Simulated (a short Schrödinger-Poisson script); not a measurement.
System: symmetric double-gate stack, SiO2 on p-type Si(100), at 300 K.

```csv
layer,material,thickness (nm),Na (cm⁻³)
1,SiO2,1.4,-
2,Si,6,4e15
3,SiO2,1.4,-
```

Constants are typed, rounded textbook-type inputs, not results; the design itself was drawn at random and stands for no fabricated device. SiO2: permittivity 3.9, conduction-band edge (eV) 3.15, gap (eV) 9, electron mass (mₑ) 0.5. Si: permittivity 11.7, conduction-band edge (eV) 0, gap (eV) 1.124, Nv at 300 K (cm⁻³) 3.1e19.

Channel valleys (confinement mass, in-plane density-of-states mass, number): Δ2 0.916, 0.19, 2; Δ4 0.19, 0.417, 4. At the gates, both at one voltage, the conduction-band edge of layer 1 lies 3.47 eV − eVg above the Fermi level of the channel. Gaps are held at their typed values at every temperature. Mesh 0.03 nm at interfaces.

From a short Schrödinger-Poisson script (our own, NumPy): 1D Poisson equation in equilibrium, electrons quantum, Hartree (BenDaniel-Duke, 12 states a valley, the channel's in-plane mass for all, wave functions ending at the dielectric), parabolic valleys, classical holes, full ionisation, no traps, pinning or gate leakage.

Only gate voltages with over 1e8 electrons/cm² are shown.

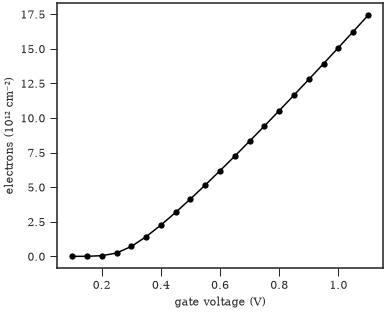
Figure. Sheet density against gate voltage

```tsv
Vg (V)	electrons (cm⁻²)	C (μF/cm²)	Δ2 E0 (meV)	Δ2 E1 (meV)	Δ4 E0 (meV)	Δ4 E1 (meV)
0.1	1.12e9	0.00704	231.6	265.8	275.1	440.0
0.15	7.64e9	0.0476	181.9	216.0	225.4	390.3
0.2	4.91e10	0.284	133.7	167.8	177.3	342.1
0.25	2.41e11	1.06	92.5	126.0	136.1	300.3
0.3	7.17e11	1.96	64.1	96.4	107.7	270.7
0.35	1.42e12	2.52	46.0	76.5	89.7	250.9
0.4	2.26e12	2.84	33.6	62.1	77.5	236.6
0.45	3.18e12	3.04	24.4	50.8	68.6	225.6
0.5	4.15e12	3.17	17.0	41.4	61.7	216.5
0.55	5.16e12	3.28	10.9	33.3	56.0	208.8
0.6	6.20e12	3.36	5.5	26.1	51.3	202.1
0.65	7.25e12	3.43	0.7	19.6	47.4	196.2
0.7	8.33e12	3.48	-3.6	13.7	43.9	190.8
0.75	9.43e12	3.53	-7.6	8.2	40.8	186.0
0.8	1.05e13	3.58	-11.4	3.1	38.1	181.6
0.85	1.17e13	3.61	-15.0	-1.8	35.7	177.5
0.9	1.28e13	3.65	-18.4	-6.3	33.5	173.8
0.95	1.39e13	3.68	-21.8	-10.7	31.4	170.2
1	1.51e13	3.71	-25.0	-14.9	29.5	166.9
1.05	1.62e13	3.73	-28.2	-18.9	27.8	163.8
1.1	1.74e13	3.75	-31.3	-22.8	26.1	160.8
```

Subbands count from the Fermi level. The capacitance is that of both gates.
